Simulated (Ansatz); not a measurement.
# Gate voltage at the highest density: F-SiC-F chair monolayer

A layer charged from two gates alike needs a voltage that grows with the carrier density; the slope is e over the total capacitance.

How it was computed: Ansatz 0.2.0, plane waves with PAW datasets (its set soft_2), LDA; isolated slab, charged sheets 5 Å from the outer atoms behind model barriers, atoms held, Fermi-Dirac smearing of 0.05 eV. The voltage is that of the gates (their mean) against the layer's Fermi level, from the uncharged case, which has a gap of 1.68 eV.

| run | added electrons (10¹³ per cm²) | gate voltage (V) |
| --- | --- | --- |
| run 1 | 0.50 | 1.00 |
| run 2 | 2.00 | 1.76 |
| run 3 | 6.00 | ? |

Q: Estimate the withheld value from the rows shown.

Two rows fix a line: slope = (1.76 − 1.00) / (2.00 − 0.50) = 0.5067, intercept 0.7466. The capacitance is 1.602/0.5067 = 3.16 µF/cm², against 3.54 µF/cm² for plates 5 Å apart in vacuum on both sides. The intercept is mostly the shift of the Fermi level from inside the gap to the band edge. At 6.00 it gives 0.5067 × 6.00 + 0.7466 = 3.79 V, beyond the rows fitted. Rounding of the rows alone allows about ±0.032 V there; two rows can't show whether the line holds.

The run itself gives 3.64 V: a miss of −0.15 V, or 4.1 % of the value. The capacitance rises towards the highest density.

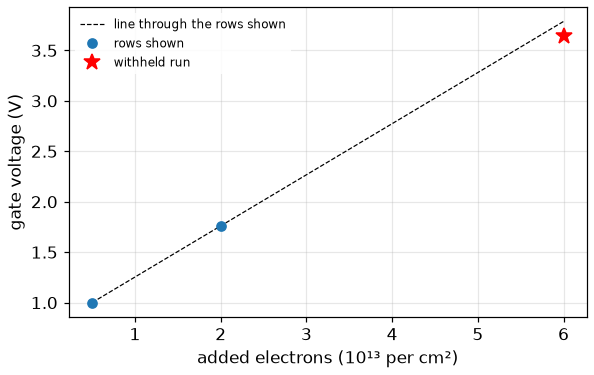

The fit and the withheld run.

Caveats: The gates are model sheets, not atoms, and low densities sample few k-points.
